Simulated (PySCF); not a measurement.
System: C3H10F2N2Si.

Input

```
{"job": {"kind": "nmr", "xc": "PBE0", "basis": "pcSseg-1"}, "charge": 0, "multiplicity": 1}
C      1.862402     0.922666    -0.735285
N      0.842845     0.322921     0.088509
C      1.380587    -0.693102     0.965735
Si    -0.802915     0.411559    -0.375519
N     -1.338775    -0.729196    -1.544789
C     -1.896129    -0.032481     1.148900
F     -3.199983     0.263878     0.866407
F     -1.887694    -1.364873     1.439932
H      1.427668     1.713098    -1.339816
H      2.647726     1.349098    -0.106061
H      2.323475     0.187208    -1.404629
H      0.588943    -1.126846     1.567943
H      1.862551    -1.496246     0.398128
H      2.127881    -0.247293     1.628719
H     -1.053332     1.827970    -0.664413
H     -2.298485    -1.037503    -1.552380
H     -0.944797    -0.760418    -2.471137
H     -1.650728     0.495876     2.078098
```

Launched as:

```sh
OMP_NUM_THREADS=1 python probes_run.py task.json out
```

Geometry: GFN2-xTB.

Computed with PySCF, PBE0/pcSseg-1, SCF density, gas phase, non-relativistic.

What can the converged electron density and electron localisation function tell about the bonding?

Answer. C–F (1.37 Å): ρ at the midpoint is about 2.2 e/Å³, with its minimum of 1.7 e/Å³ about 0.5 Å from C; the ELF peaks at about 0.85 between the atoms; a shared but strongly polarised pair.
C–N (1.44 Å): ρ is about 1.9 e/Å³ halfway; the ELF peaks at about 0.90 between the atoms; a shared electron pair.
C–H (1.09 Å): the density is about 2 e/Å³ at the midpoint; the ELF climbs to about 1 towards the hydrogen, as it does in any bond to H (a covalent bond by its length).

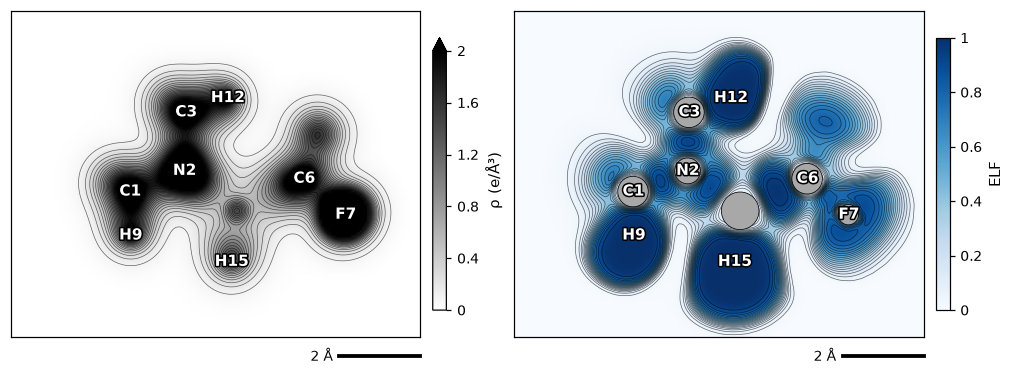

Computed electron density and electron localisation function on the plane of atoms N2, C3 and H12, in this order. Grey discs cover the atomic cores in the ELF map. 
